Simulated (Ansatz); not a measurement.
# ZnSe₂: a line through an energy map

How does the energy of ZnSe₂ (Pa-3, No. 205; 12 atoms in the cell) vary with c/a of the conventional cell, at volume per atom = 21.86 Å³?

Program: Ansatz 0.2.0. Level of theory: DFT PBEsol, scalar-relativistic, plane waves, PAW. These are calculated values, not measurements.

1 further run of the same task is left out (set aside as unsound or not needed).

## 1. The starting structure

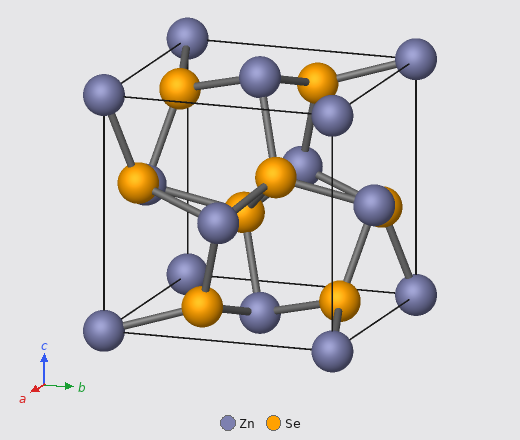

The starting structure, seen slightly off an axis (zinc blue, selenium orange). Atoms on the faces are drawn again on the opposite ones.

Structure file:

```
Zn Se
1.0
     6.23893    0.00000    0.00000
     0.00000    6.23893    0.00000
     0.00000    0.00000    6.23893
Zn Se
4 8
Direct
  0.50000 0.50000 0.00000
  0.50000 0.00000 0.50000
  0.00000 0.50000 0.50000
  0.00000 0.00000 0.00000
  0.10996 0.89004 0.39004
  0.89004 0.39004 0.10996
  0.39004 0.10996 0.89004
  0.60996 0.60996 0.60996
  0.89004 0.10996 0.60996
  0.10996 0.60996 0.89004
  0.60996 0.89004 0.10996
  0.39004 0.39004 0.39004
```

It goes back to an entry of the Materials Project, which need not be the stable form.

This cell was relaxed beforehand with the same method: volume 20.24 Å³/atom, gap on the mesh 0.72 eV.

## 2. What is varied

The energy is mapped over volume and the cell's shape.

First coordinate, volume per atom: 5 values from 17.00 to 23.48 Å³. Second coordinate, c/a of the conventional cell: 5 values from 0.886 to 1.128.

Nothing else is relaxed (fractional coordinates fixed). Energies count from the relaxed crystal. Points are written as (first, second).

## 3. Point (21.86 Å³, 0.886)

File input.yaml:

```yaml
crystal:
  lattice:
    - [6.6635765864, 0.0, 0.0]
    - [0.0, 6.6635765864, 0.0]
    - [0.0, 0.0, 5.9065942862]
  atoms:
    - { symbol: Zn, position: [0.5, 0.5, 0.0] }
    - { symbol: Zn, position: [0.5, 0.0, 0.5] }
    - { symbol: Zn, position: [0.0, 0.5, 0.5] }
    - { symbol: Zn, position: [0.0, 0.0, 0.0] }
    - { symbol: Se, position: [0.1099579274, 0.8900420726, 0.3900420726] }
    - { symbol: Se, position: [0.8900420726, 0.3900420726, 0.1099579274] }
    - { symbol: Se, position: [0.3900420726, 0.1099579274, 0.8900420726] }
    - { symbol: Se, position: [0.6099579274, 0.6099579274, 0.6099579274] }
    - { symbol: Se, position: [0.8900420726, 0.1099579274, 0.6099579274] }
    - { symbol: Se, position: [0.1099579274, 0.6099579274, 0.8900420726] }
    - { symbol: Se, position: [0.6099579274, 0.8900420726, 0.1099579274] }
    - { symbol: Se, position: [0.3900420726, 0.3900420726, 0.3900420726] }
basis:
  ecutwfc: 520.0
kpoints:
  mp_grid: { grid: [6, 6, 6] }
hamiltonian:
  xc: pbesol
  pseudopotentials: { kind: paw, azcp: { folder: soft_1 } }
scf:
  occupations: { method: gaussian, width: 0.05 }
output:
  forces: true
  stress: true
  eigenvalues: true
  write_density: true
  write_potential: true
  elf: true
  volumetric_format: npy
```

Command:

```console
> ansatz run input.yaml --threads 4 --pin off --max-ram 8192MiB --backend cpu --events-out ev --progress --plain --runs-dir out
```

Output (excerpt; [...] marks lines left out):

```text
Warning: <dir> the record states the generating functional pbe (its physics header spells it `PBE`), which answers neither for hamiltonian.xc's functional nor for the pbesol family's — results may be inconsistent (PPs are generated against a specific XC)
[...]
Warning: RAYON_NUM_THREADS=4 ignored (pool sized by the plan → 4); use --threads N
[...]
Pseudopotentials: kind: paw
Pseudopotential: Zn, paw, valence charge 12, recommended cutoff 420 eV (normal), <dir>
Pseudopotential: Se, paw, valence charge 16, recommended cutoff 420 eV (normal), <dir>
Functional definition: PBEsol
[...]
Crystal: 12 atoms, lattice volume = 262.272 Å³
Basis set: ecut = 520 eV, 7085 PW (Γ), exchange–correlation on 100×100×90 points (8 copies of the dense FFT grid, shifted against one another)
Bands: 106, of which v1, the nominal top of the filled ones, is band 88 counted from 1 (87 counted from 0)
Symmetry: 8 space group operations
Space group: Pbca (ITA 61), of the structure as read, at distance tolerance 6.4e-5 Å
k-points: 64 of 216
[...]
SCF iter   1: F=—  HF=-56524.369907 eV  |F-HF|=—  |Δ(HF+E_count)|=         —  Δρ=6.88e-2  dr2=1.01e1  ethr=3.10e-3  ⟨swp⟩=6.1  Hψ=26706  notcnv=0  defer=40
[...]
SCF iter  10: F=-56520.912139 eV  HF=-56520.912139 eV  |F-HF|=2.87e-9  |Δ(HF+E_count)|=   9.47e-9  Δρ=1.64e-6  dr2=6.31e-9  ethr=5.68e-11  ⟨swp⟩=15.5  Hψ=56881  notcnv=0
[...]
SCF converged after 10 iterations
Free energy (F): -56520.912139 eV
[...]
E sigma→0 (E₀):  -56520.912139 eV
Fermi energy:    8.505804 eV
[...]
--- Forces (eV/Å), atoms counted from 1 ---
  atom   1  Zn     0.00000000     0.00000000     0.00000000
  atom   2  Zn     0.00000000     0.00000000     0.00000000
  atom   3  Zn     0.00000000     0.00000000     0.00000000
  atom   4  Zn     0.00000000     0.00000000     0.00000000
  atom   5  Se    -0.36055463     0.39593004     0.04326591
  atom   6  Se     0.36055463     0.39593004    -0.04326591
  atom   7  Se     0.36055463    -0.39593004     0.04326591
  atom   8  Se    -0.36055463    -0.39593004    -0.04326591
[...]
--- Stress (GPa, compression-positive) ---
       -5.159107       0.000000       0.000000
        0.000000      -5.057865       0.000000
        0.000000       0.000000      -1.580924
  P = ⅓ Tr σ = -3.9326 GPa (-39.326 kbar)
--- Band table (eV; the first three rows and the last of 64) ---
[...]
```

Run time: 70 s. Hardware: 4 threads of Arm Neoverse V1, shared host; peak memory 2 GiB.

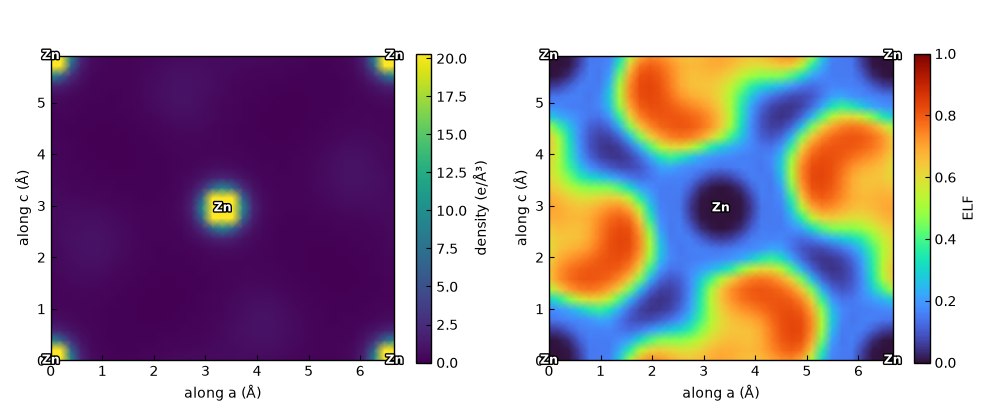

Density (left) and ELF (right) in a lattice plane of the grid's cell (edges 6.66 and 5.91 Å, at 0.000 of the third edge), which holds Zn. Only atoms in the plane are labelled; the density scale stops at 20.31 e/Å³. Both are smooth fields of the valence electrons: close to the nuclei they are not physical.

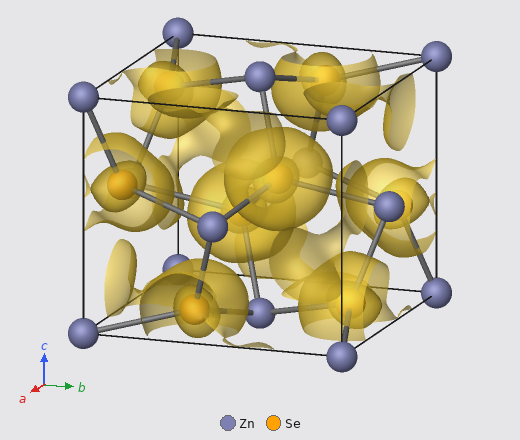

Surface of ELF = 0.64, drawn in one cell.

The highest ELF values outside the cores: 0.86 on the Se–Zn line, 0.9 Å from Se; 0.70 on the Se–Se line, 1.2 Å from Se.

That is 44 meV/atom from the zero.

## 4. The run at (21.86 Å³, 0.942)

Changes to input.yaml since step 3:

```diff
@@ -2,5 +2,5 @@
   lattice:
-    - [6.6635765864, 0.0, 0.0]
-    - [0.0, 6.6635765864, 0.0]
-    - [0.0, 0.0, 5.9065942862]
+    - [6.5309626674, 0.0, 0.0]
+    - [0.0, 6.5309626674, 0.0]
+    - [0.0, 0.0, 6.1489013513]
   atoms:
@@ -31,5 +31 @@
   eigenvalues: true
-  write_density: true
-  write_potential: true
-  elf: true
-  volumetric_format: npy
```

Command:

```console
> ansatz run input.yaml --threads 4 --pin off --max-ram 8192MiB --backend cpu --events-out ev --progress --plain --runs-dir out
```

Output (excerpt; [...] marks lines left out):

```text
Warning: <dir> the record states the generating functional pbe (its physics header spells it `PBE`), which answers neither for hamiltonian.xc's functional nor for the pbesol family's — results may be inconsistent (PPs are generated against a specific XC)
[...]
Warning: RAYON_NUM_THREADS=4 ignored (pool sized by the plan → 4); use --threads N
[...]
[... 4 set-up lines as earlier in the session ...]
[...]
Crystal: 12 atoms, lattice volume = 262.272 Å³
Basis set: ecut = 520 eV, 7095 PW (Γ), exchange–correlation on 100×100×96 points (8 copies of the dense FFT grid, shifted against one another)
Bands: 106, of which v1, the nominal top of the filled ones, is band 88 counted from 1 (87 counted from 0)
[... 2 set-up lines as earlier in the session ...]
k-points: 64 of 216
[...]
SCF iter  10: F=-56521.071396 eV  HF=-56521.071396 eV  |F-HF|=4.12e-9  |Δ(HF+E_count)|=   9.83e-8  Δρ=2.14e-6  dr2=9.36e-9  ethr=5.68e-11  ⟨swp⟩=10.8  Hψ=29947  notcnv=0
[...]
SCF converged after 10 iterations
Free energy (F): -56521.071396 eV
[...]
E sigma→0 (E₀):  -56521.071396 eV
Fermi energy:    8.549991 eV
[...]
--- Forces (eV/Å), atoms counted from 1 ---
  atom   1  Zn    -0.00000000     0.00000000    -0.00000000
  atom   2  Zn    -0.00000000    -0.00000000    -0.00000000
  atom   3  Zn     0.00000000     0.00000000    -0.00000000
  atom   4  Zn     0.00000000    -0.00000000    -0.00000000
  atom   5  Se    -0.26967243     0.29805377     0.10517303
  atom   6  Se     0.26967243     0.29805377    -0.10517303
  atom   7  Se     0.26967243    -0.29805377     0.10517303
  atom   8  Se    -0.26967243    -0.29805377    -0.10517303
[...]
--- Stress (GPa, compression-positive) ---
       -5.153505      -0.000000      -0.000000
       -0.000000      -5.144383      -0.000000
       -0.000000      -0.000000      -3.698060
  P = ⅓ Tr σ = -4.6653 GPa (-46.653 kbar)
--- Band table (eV; the first three rows and the last of 64) ---
[...]
```

Run time: 53 s. Hardware: 4 threads of Arm Neoverse V1, shared host; peak memory 2.1 GiB.

That is 31 meV/atom from the zero.

## 5. Point (21.86 Å³, 1.000)

Changes to input.yaml since step 4:

```diff
@@ -2,5 +2,5 @@
   lattice:
-    - [6.5309626674, 0.0, 0.0]
-    - [0.0, 6.5309626674, 0.0]
-    - [0.0, 0.0, 6.1489013513]
+    - [6.4010414972, 0.0, 0.0]
+    - [0.0, 6.4010414972, 0.0]
+    - [0.0, 0.0, 6.4010414972]
   atoms:
@@ -31 +31,5 @@
   eigenvalues: true
+  write_density: true
+  write_potential: true
+  elf: true
+  volumetric_format: npy
```

Command:

```console
> ansatz run input.yaml --threads 4 --pin off --max-ram 8192MiB --backend cpu --events-out ev --progress --plain --runs-dir out
```

Output (excerpt; [...] marks lines left out):

```text
Warning: <dir> the record states the generating functional pbe (its physics header spells it `PBE`), which answers neither for hamiltonian.xc's functional nor for the pbesol family's — results may be inconsistent (PPs are generated against a specific XC)
[...]
Warning: RAYON_NUM_THREADS=4 ignored (pool sized by the plan → 4); use --threads N
[...]
[... 4 set-up lines as earlier in the session ...]
[...]
Crystal: 12 atoms, lattice volume = 262.272 Å³
Basis set: ecut = 520 eV, 7075 PW (Γ), exchange–correlation on 96×96×96 points (8 copies of the dense FFT grid, shifted against one another)
Bands: 106, of which v1, the nominal top of the filled ones, is band 88 counted from 1 (87 counted from 0)
Symmetry: 24 space group operations
Space group: Pa-3 (ITA 205), of the structure as read, at distance tolerance 6.4e-5 Å
k-points: 24 of 216
[...]
SCF iter   1: F=—  HF=-56524.581335 eV  |F-HF|=—  |Δ(HF+E_count)|=         —  Δρ=6.92e-2  dr2=1.01e1  ethr=3.10e-3  ⟨swp⟩=6.2  Hψ=9964  notcnv=0  defer=16
[...]
SCF iter   9: F=-56521.117241 eV  HF=-56521.117241 eV  |F-HF|=1.84e-8  |Δ(HF+E_count)|=   2.37e-6  Δρ=7.78e-6  dr2=9.25e-8  ethr=5.68e-11  ⟨swp⟩=13.1  Hψ=20250  notcnv=0
[...]
SCF converged after 9 iterations
Free energy (F): -56521.117241 eV
[...]
E sigma→0 (E₀):  -56521.117241 eV
Fermi energy:    8.531700 eV
[...]
--- Forces (eV/Å), atoms counted from 1 ---
  atom   1  Zn     0.00000000    -0.00000000    -0.00000000
  atom   2  Zn     0.00000000     0.00000000     0.00000000
  atom   3  Zn     0.00000000    -0.00000000     0.00000000
  atom   4  Zn     0.00000000    -0.00000000     0.00000000
  atom   5  Se    -0.20982168     0.20982168     0.20982168
  atom   6  Se     0.20982168     0.20982168    -0.20982168
  atom   7  Se     0.20982168    -0.20982168     0.20982168
  atom   8  Se    -0.20982168    -0.20982168    -0.20982168
[...]
--- Stress (GPa, compression-positive) ---
       -4.911024       0.000000       0.000000
        0.000000      -4.911024       0.000000
        0.000000       0.000000      -4.911024
  P = ⅓ Tr σ = -4.9110 GPa (-49.110 kbar)
--- Band table (eV; the first three rows and the last of 24) ---
[...]
```

Wall time 24 s (4 threads of Arm Neoverse V1, shared host); peak memory 1.4 GiB.

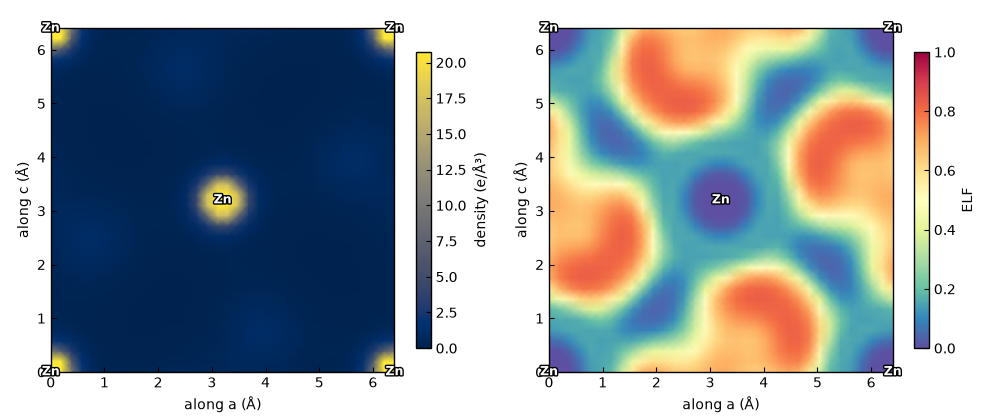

Density (left) and ELF (right) in a lattice plane of the grid's cell (edges 6.40 and 6.40 Å, at 0.000 of the third edge), which holds Zn. Only atoms in the plane are labelled; the density scale stops at 20.73 e/Å³. Both are smooth fields of the valence electrons: close to the nuclei they are not physical.

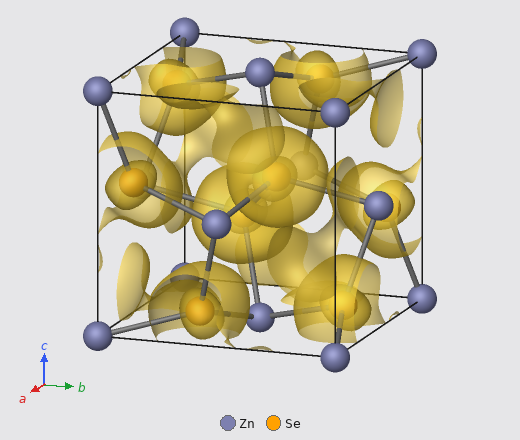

Surface of ELF = 0.64, drawn in one cell.

Maxima of ELF outside the ion cores: 0.86 on the Se–Zn line, 0.9 Å from Se; 0.70 on the Se–Se line, 1.1 Å from Se.

On the map this point reads 27 meV/atom.

## 6. Variant: ecutrho_ratio 12

Changes to input.yaml since step 5:

```diff
@@ -20,2 +20,3 @@
   ecutwfc: 520.0
+  ecutrho_ratio: 12
 kpoints:
@@ -29,7 +30,3 @@
   forces: true
+  eigenvalues: true
   stress: true
-  eigenvalues: true
-  write_density: true
-  write_potential: true
-  elf: true
-  volumetric_format: npy
```

Command:

```console
> ansatz run input.yaml --threads 4 --pin off --max-ram 8192MiB --backend cpu --events-out ev --progress --plain --runs-dir out
```

Output (excerpt; [...] marks lines left out):

```text
Warning: <dir> the record states the generating functional pbe (its physics header spells it `PBE`), which answers neither for hamiltonian.xc's functional nor for the pbesol family's — results may be inconsistent (PPs are generated against a specific XC)
[...]
Warning: RAYON_NUM_THREADS=4 ignored (pool sized by the plan → 4); use --threads N
[...]
[... 4 set-up lines as earlier in the session ...]
[...]
Crystal: 12 atoms, lattice volume = 262.272 Å³
Basis set: ecut = 520 eV, 7075 PW (Γ), exchange–correlation on 180×180×180 points (8 copies of the dense FFT grid, shifted against one another)
Bands: 106, of which v1, the nominal top of the filled ones, is band 88 counted from 1 (87 counted from 0)
[... 2 set-up lines as earlier in the session ...]
k-points: 24 of 216
[...]
SCF iter   9: F=-56521.117240 eV  HF=-56521.117240 eV  |F-HF|=1.99e-8  |Δ(HF+E_count)|=   2.26e-6  Δρ=7.54e-6  dr2=8.79e-8  ethr=5.68e-11  ⟨swp⟩=9.8  Hψ=12391  notcnv=0
[...]
SCF converged after 9 iterations
Free energy (F): -56521.117240 eV
[...]
E sigma→0 (E₀):  -56521.117240 eV
Fermi energy:    8.531703 eV
[...]
--- Forces (eV/Å), atoms counted from 1 ---
  atom   1  Zn     0.00000000    -0.00000000     0.00000000
  atom   2  Zn     0.00000000     0.00000000     0.00000000
  atom   3  Zn     0.00000000     0.00000000    -0.00000000
  atom   4  Zn     0.00000000    -0.00000000     0.00000000
  atom   5  Se    -0.20982094     0.20982094     0.20982094
  atom   6  Se     0.20982094     0.20982094    -0.20982094
  atom   7  Se     0.20982094    -0.20982094     0.20982094
  atom   8  Se    -0.20982094    -0.20982094    -0.20982094
[...]
--- Stress (GPa, compression-positive) ---
       -4.911016       0.000000       0.000000
        0.000000      -4.911016       0.000000
        0.000000       0.000000      -4.911016
  P = ⅓ Tr σ = -4.9110 GPa (-49.110 kbar)
--- Band table (eV; the first three rows and the last of 24) ---
[...]
```

Run time: 23 s. Hardware: 4 threads of Arm Neoverse V1, shared host; peak memory 2 GiB.

```csv
run,ending,energy change,pressure (GPa),gap (eV),force (eV/Å),cycles,time
step 5,converged,0,-4.9,0.60,0.36,9,24 s
variant,converged,0.0 meV/atom,-4.9,0.60,0.36,9,23 s
```

Changing the numerical grids leaves the energy as it was (0.0 meV/atom).

## 7. Point (21.86 Å³, 1.062)

Changes to input.yaml since step 5:

```diff
@@ -2,5 +2,5 @@
   lattice:
-    - [6.4010414972, 0.0, 0.0]
-    - [0.0, 6.4010414972, 0.0]
-    - [0.0, 0.0, 6.4010414972]
+    - [6.2737735619, 0.0, 0.0]
+    - [0.0, 6.2737735619, 0.0]
+    - [0.0, 0.0, 6.6633749001]
   atoms:
@@ -31,5 +31 @@
   eigenvalues: true
-  write_density: true
-  write_potential: true
-  elf: true
-  volumetric_format: npy
```

Command:

```console
> ansatz run input.yaml --threads 4 --pin off --max-ram 8192MiB --backend cpu --events-out ev --progress --plain --runs-dir out
```

Output (excerpt; [...] marks lines left out):

```text
Warning: <dir> the record states the generating functional pbe (its physics header spells it `PBE`), which answers neither for hamiltonian.xc's functional nor for the pbesol family's — results may be inconsistent (PPs are generated against a specific XC)
[...]
Warning: RAYON_NUM_THREADS=4 ignored (pool sized by the plan → 4); use --threads N
[...]
[... 4 set-up lines as earlier in the session ...]
[...]
Crystal: 12 atoms, lattice volume = 262.272 Å³
Basis set: ecut = 520 eV, 7037 PW (Γ), exchange–correlation on 96×96×100 points (8 copies of the dense FFT grid, shifted against one another)
Bands: 106, of which v1, the nominal top of the filled ones, is band 88 counted from 1 (87 counted from 0)
[... 2 set-up lines as earlier in the session ...]
k-points: 64 of 216
[...]
SCF iter  10: F=-56521.070497 eV  HF=-56521.070497 eV  |F-HF|=4.01e-9  |Δ(HF+E_count)|=   4.00e-8  Δρ=1.78e-6  dr2=6.98e-9  ethr=5.68e-11  ⟨swp⟩=10.8  Hψ=29619  notcnv=0
[...]
SCF converged after 10 iterations
Free energy (F): -56521.070497 eV
[...]
E sigma→0 (E₀):  -56521.070497 eV
Fermi energy:    8.622304 eV
[...]
--- Forces (eV/Å), atoms counted from 1 ---
  atom   1  Zn     0.00000000    -0.00000000     0.00000000
  atom   2  Zn     0.00000000     0.00000000     0.00000000
  atom   3  Zn     0.00000000     0.00000000     0.00000000
  atom   4  Zn     0.00000000     0.00000000    -0.00000000
  atom   5  Se    -0.19622907     0.14725173     0.32596852
  atom   6  Se     0.19622907     0.14725173    -0.32596852
  atom   7  Se     0.19622907    -0.14725173     0.32596852
  atom   8  Se    -0.19622907    -0.14725173    -0.32596852
[...]
--- Stress (GPa, compression-positive) ---
       -4.188382       0.000000       0.000000
        0.000000      -4.180990       0.000000
        0.000000       0.000000      -5.662071
  P = ⅓ Tr σ = -4.6771 GPa (-46.771 kbar)
--- Band table (eV; the first three rows and the last of 64) ---
[...]
```

It took 48 s on 4 threads of Arm Neoverse V1, shared host; peak memory 2 GiB.

On the map this point reads 31 meV/atom.

## 8. The run at (21.86 Å³, 1.128)

Changes to input.yaml since step 7:

```diff
@@ -2,5 +2,5 @@
   lattice:
-    - [6.2737735619, 0.0, 0.0]
-    - [0.0, 6.2737735619, 0.0]
-    - [0.0, 0.0, 6.6633749001]
+    - [6.1487751351, 0.0, 0.0]
+    - [0.0, 6.1487751351, 0.0]
+    - [0.0, 0.0, 6.9370481074]
   atoms:
```

Command:

```console
> ansatz run input.yaml --threads 4 --pin off --max-ram 8192MiB --backend cpu --events-out ev --progress --plain --runs-dir out
```

Output (excerpt; [...] marks lines left out):

```text
Warning: <dir> the record states the generating functional pbe (its physics header spells it `PBE`), which answers neither for hamiltonian.xc's functional nor for the pbesol family's — results may be inconsistent (PPs are generated against a specific XC)
[...]
Warning: RAYON_NUM_THREADS=4 ignored (pool sized by the plan → 4); use --threads N
[...]
[... 4 set-up lines as earlier in the session ...]
[...]
Crystal: 12 atoms, lattice volume = 262.272 Å³
Basis set: ecut = 520 eV, 7077 PW (Γ), exchange–correlation on 96×96×108 points (8 copies of the dense FFT grid, shifted against one another)
Bands: 106, of which v1, the nominal top of the filled ones, is band 88 counted from 1 (87 counted from 0)
[... 2 set-up lines as earlier in the session ...]
k-points: 64 of 216
[...]
SCF iter  10: F=-56520.914630 eV  HF=-56520.914630 eV  |F-HF|=6.96e-9  |Δ(HF+E_count)|=   2.81e-9  Δρ=2.96e-6  dr2=1.65e-8  ethr=5.68e-11  ⟨swp⟩=10.8  Hψ=30137  notcnv=0
[...]
SCF converged after 10 iterations
Free energy (F): -56520.914630 eV
[...]
E sigma→0 (E₀):  -56520.914630 eV
Entropy (-TS):   -0.000000 eV (-0.000 meV/atom)
Fermi energy:    8.700850 eV
[...]
--- Forces (eV/Å), atoms counted from 1 ---
  atom   1  Zn    -0.00000000    -0.00000000     0.00000000
  atom   2  Zn     0.00000000     0.00000000    -0.00000000
  atom   3  Zn     0.00000000    -0.00000000     0.00000000
  atom   4  Zn    -0.00000000     0.00000000    -0.00000000
  atom   5  Se    -0.23310353     0.11645316     0.42683011
  atom   6  Se     0.23310353     0.11645316    -0.42683011
  atom   7  Se     0.23310353    -0.11645316     0.42683011
  atom   8  Se    -0.23310353    -0.11645316    -0.42683011
[...]
--- Stress (GPa, compression-positive) ---
       -2.961905       0.000000       0.000000
        0.000000      -2.880983       0.000000
        0.000000       0.000000      -6.220887
  P = ⅓ Tr σ = -4.0213 GPa (-40.213 kbar)
--- Band table (eV; the first three rows and the last of 64) ---
[...]
```

Wall time 48 s (4 threads of Arm Neoverse V1, shared host); peak memory 2.1 GiB.

Energy on the map's scale: 44 meV/atom.

## 9. Results

| c/a of the conventional cell | step | energy (meV/atom) | slope (meV/atom per unit) | pressure (GPa) | band gap on the k-mesh (eV) | largest force on an atom (eV/Å) |
| --- | --- | --- | --- | --- | --- | --- |
| 0.886 | 3 | 44 | −362 | −3.93 | 0.77 | 0.537 |
| 0.942 | 4 | 31 | −140 | −4.67 | 0.60 | 0.415 |
| 1.000 | 5 | 27 | 0 | −4.91 | 0.60 | 0.363 |
| 1.062 | 7 | 31 | 127 | −4.68 | 0.44 | 0.408 |
| 1.128 | 8 | 44 | 266 | −4.02 | 0.32 | 0.500 |

Energies count from the relaxed crystal. Slopes come from the forces (and the stress, where the cell changes), not from differences of energies.

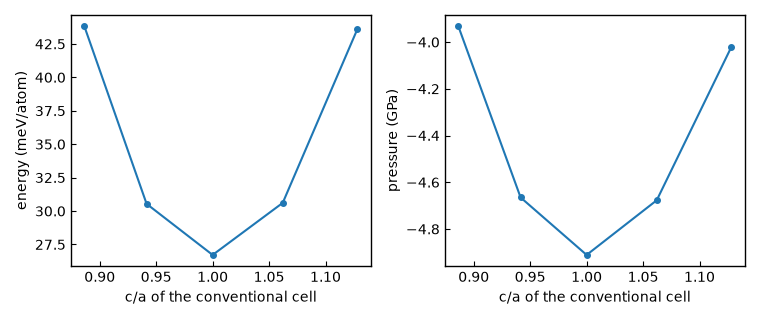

Energy and pressure along the line.

```csv
run,outcome
"step 6, run with ecutrho_ratio 12 (against step 5)",0.0 meV/atom
```

Along the line the energy is lowest at 1.000, 27 meV/atom from the zero. Energies and slopes round the minimum, fitted together, put the minimum at 1.0000, with a curvature of about 2000 meV/atom per (unit)². The highest point computed, at 0.886, lies 17 meV/atom above the lowest. This is one cut through a surface in two coordinates; the map's lowest point lies off it.

These are semilocal Kohn-Sham gaps, which aren't the measured quantity. Such gaps usually fall short of the measured ones.
